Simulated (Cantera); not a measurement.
A closed system holds: 1 mol BCl3, 2 mol H2O, held at 7.50 Torr.

Cantera equilibrium calculation (NASA polynomials, part measured and part estimated; ideal gas, pure solids and liquids). Candidate condensed phases: B, B2O3, B3O3H3, H2O; 33 gas species. The tables' values for BOCl are old estimates; treat these amounts as uncertain. Gases not in the tables: H3BO3. Equilibrium is a limit: real reactors are often held back by kinetics, nucleation or transport.

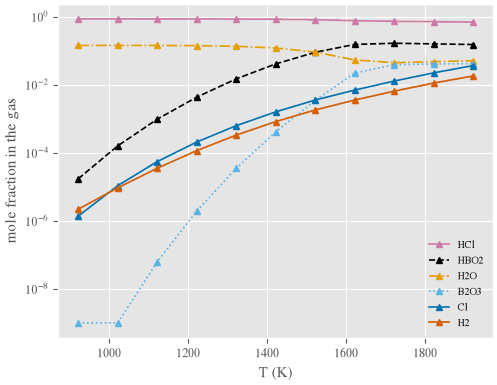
*Equilibrium gas composition (values under 1e-9 drawn at 1e-9)*

### Question
Read off the mole fractions at 1623 K.

### Answer
HCl about 0.76, HBO2 about 0.15, H2O about 0.053, B2O3 about 0.022, Cl about 0.0069, H2 about 0.0035.
